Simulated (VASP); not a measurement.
Band structure of NaCl (space group P-6m2). These are PBE GGA, VASP's PBE PAW potentials (set 64) (plane waves; VASP) values and carry that method's errors.

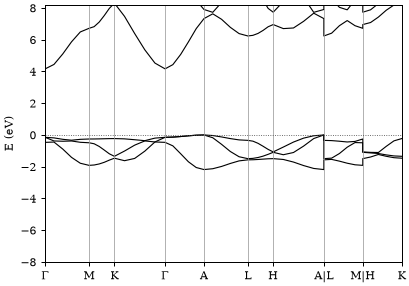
*Bands along high-symmetry lines, zero at the valence-band maximum or, without a gap, the Fermi level*

Task: Read the plot: is there a gap, and where are the band edges?

Result: The gap is indirect, 4.17 eV, from the valence maximum at A to the conduction minimum at Γ.

The structure was generated: NaCl was put into an ordered model structure, which need not be its known phase. The cell was not relaxed at this level.
